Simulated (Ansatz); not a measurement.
# Abstraction of F: C4H5F + C2H2F3 → C4H5 + C2H2F4

Species: C4H5F `CC#CCF`, singlet; C2H2F3 `[CH2]C(F)(F)F`, doublet; C4H5 (but-2-yn-1-yl radical) `[CH2]C#CC`, doublet; C2H2F4 `FCC(F)(F)F`, singlet. A radical takes F: the energy is the difference in strength between two C–F bonds in different surroundings.

Shapes, held fixed at every level: PBE0-D4/def2-TZVP. Programs: Ansatz 0.2.0. Electronic energies: no zero-point or thermal term.

| level | kind | ΔE (kJ/mol) | CPU time (sum over the molecules) |
| --- | --- | --- | --- |
| HF/def2-SVP | Hartree–Fock | -53.9 | – |
| SPW92/def2-TZVPP | LDA | -72.3 | 18 s |
| PBE-D4/def2-TZVPP | GGA | -61.9 | 35 s |
| r2SCAN-D4/def2-TZVPP | meta-GGA | -61.6 | 72 s |
| B3LYP-D4/def2-TZVPP | global hybrid | -59.3 | 58 s |
| BHLYP-D4/def2-TZVPP | global hybrid | -55.8 | 46 s |
| wB97X-V/def2-TZVPP | range-separated hybrid | -55.3 | 99 s |
| B2PLYP/def2-TZVPP | double hybrid | -51.0 | 59 s |

B2PLYP/def2-TZVPP gives ΔE = -51.0 kJ/mol; the levels span -72.3 to -51.0. The median of the levels is -57.6. No measured value is set beside it here. Spin contamination: C4H5 (⟨S²⟩ up to 0.94). Open shells run unrestricted. B2PLYP/def2-TZVPP lies outside the range of all other levels here, so it shouldn't be taken on trust. Times are processor times on shared x86 and Arm servers, and rough.

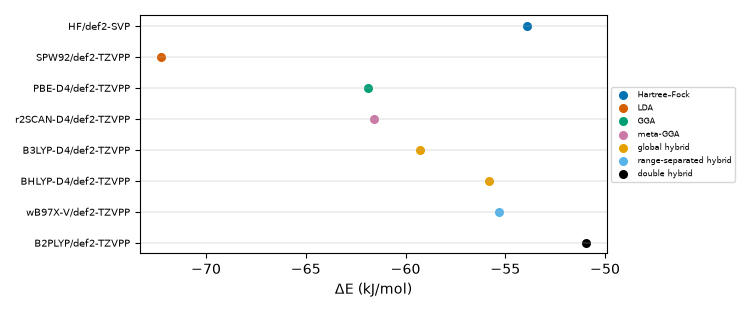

The values of the table, level by level.
